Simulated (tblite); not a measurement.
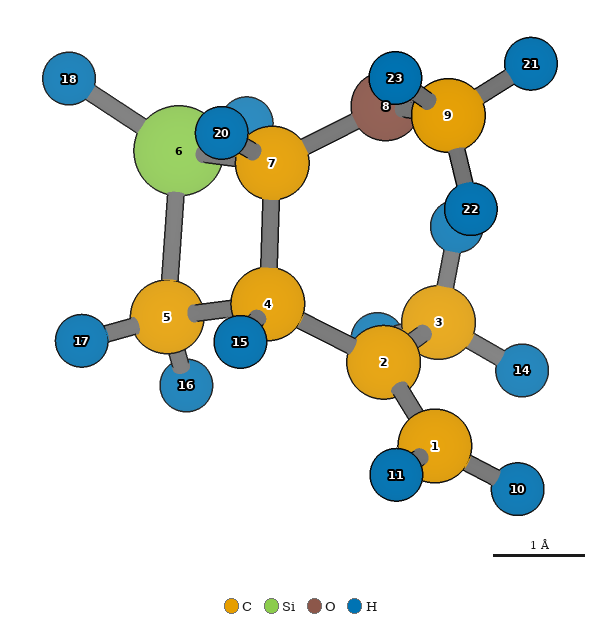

The structure as given in the input (ball-and-stick view, seen at a tilt; atoms are numbered from 1 in the order of the input).

## C7H14OSi: frequency calculation

C7H14OSi, SMILES C=C(C)[C@@H]1C[SiH2][C@@H]1OC, computed with GFN2-xTB harmonic vibrations, gas phase (tblite 0.8.0).

It belongs to a series of runs on one base structure; here: H on C replaced by OCH3.

### The program's output
```
mode    cm-1     km/mol
  1      72.5      0.19
  2      83.9      0.07
  3     118.5      3.88
  4     160.4      0.34
  5     183.1      0.79
  6     188.7      3.65
  7     218.6      5.61
  8     272.8      0.37
  9     326.1      1.81
 10     343.8      0.79
 11     400.8      7.71
 12     438.4     11.72
 13     464.5      5.36
 14     471.7     37.99
 15     549.0     11.85
 16     613.7    175.35
 17     646.8      6.36
 18     704.3     48.04
 19     720.4     30.01
 20     739.5     50.52
 21     757.3     54.41
 22     788.2    211.55
 23     828.2     38.48
 24     888.9     30.56
 25     948.6      1.13
 26     974.2      3.52
 27    1013.0     11.74
 28    1025.5     37.44
 29    1037.4      5.58
 30    1050.2      1.81
 31    1090.4      0.67
 32    1107.8     67.59
 33    1131.9      2.63
 34    1141.8      6.91
 35    1169.6     12.69
 36    1195.3      1.93
 37    1247.7      2.89
 38    1289.4     23.85
 39    1295.6      0.84
 40    1333.4      8.42
 41    1397.6      9.16
 42    1405.3      1.77
 43    1432.0      5.13
 44    1469.6      0.06
 45    1471.2      3.18
 46    1482.1      9.24
 47    1484.3      5.50
 48    1492.1      3.64
 49    1714.6     24.46
 50    2254.2    391.66
 51    2296.5    254.51
 52    2818.1     79.19
 53    2895.6     60.26
 54    2935.1     31.94
 55    2940.1     58.62
 56    2994.2     46.72
 57    3009.8     11.32
 58    3014.4     37.00
 59    3017.6     30.21
 60    3029.7      9.35
 61    3038.3     35.33
 62    3093.1     30.26
 63    3115.1     62.66
```

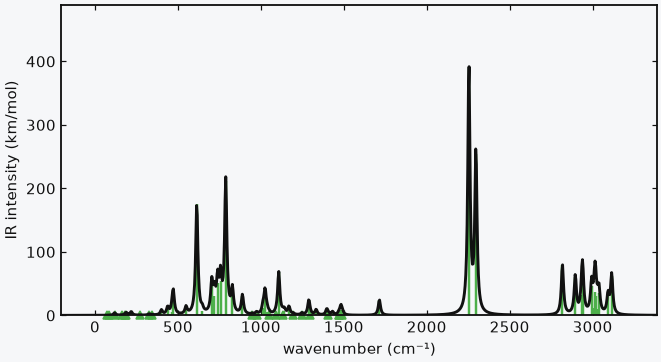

Harmonic infrared spectrum, unscaled: sticks (degenerate modes added up, dark ones marked on the axis) with a Lorentzian envelope of 16 cm⁻¹ full width, scaled to the tallest stick. 63 modes from 72 to 3115 cm⁻¹, none imaginary. The strongest line is at 2254 cm⁻¹ (392 km/mol).

This output came from the following input.

### Input file
```
{"job": {"kind": "ir", "xc": "GFN2-xTB", "basis": "xTB"}, "charge": 0, "multiplicity": 1}
C     -1.546181     1.835277     0.527887
C     -0.999583     0.628286     0.477667
C     -0.832786    -0.209702     1.706707
C     -0.523878     0.051466    -0.822322
C     -1.181106    -1.316918    -1.147576
Si     0.437275    -2.264670    -0.771697
C      0.970170    -0.418896    -0.816548
O      1.808791     0.021858     0.226304
C      2.193634     1.370159     0.121768
H     -1.898450     2.260795     1.452842
H     -1.663824     2.449737    -0.350011
H      0.220984    -0.440564     1.851147
H     -1.374045    -1.149660     1.611289
H     -1.204641     0.317300     2.582306
H     -0.706031     0.785511    -1.612480
H     -2.067417    -1.522439    -0.551841
H     -1.485379    -1.365602    -2.192044
H      0.977310    -3.113056    -1.835100
H      0.527324    -2.916669     0.530359
H      1.426846    -0.140284    -1.779704
H      2.879720     1.563470     0.944971
H      1.332021     2.041173     0.201203
H      2.704496     1.560413    -0.831218
```

The first line tells a small driver script what to run in tblite; the rest is the geometry in Å.

Command:
```bash
OMP_NUM_THREADS=1 python <driver script> task.json out
```

### Summary

- outcome: converged
- total energy: −758.1792 eV
- zero-point energy: 118.4160 kcal/mol
- hardware: 1 CPU thread, shared host
- wall time: 3.4 s
- peak memory: 0.18 GiB
